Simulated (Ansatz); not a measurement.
The starting structures come from a database of crystals and need not be the phases stable at ambient conditions.

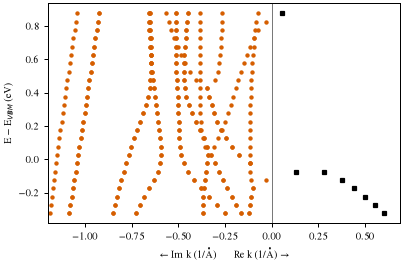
Figure: Complex bands at the centre of the two-dimensional zone; Ansatz (a program for electronic structure) with r2SCAN

The gap is the functional's own, uncorrected, and κ follows it; spin-orbit coupling is left out. Mid-gap means the computed energy nearest the middle.

**Question.** This is SnSe₂ (P-3m1, CdI2 type, 3 atoms a cell, 25.6 Å³ an atom) along the normal of (111). Read off the slowest decay at the centre of the two-dimensional zone at 0.33 eV, the computed energy nearest the middle of the gap.

**Answer.** κ ≈ 0.11 1/Å, a decay length 1/(2κ) of the density of 4.4 Å.
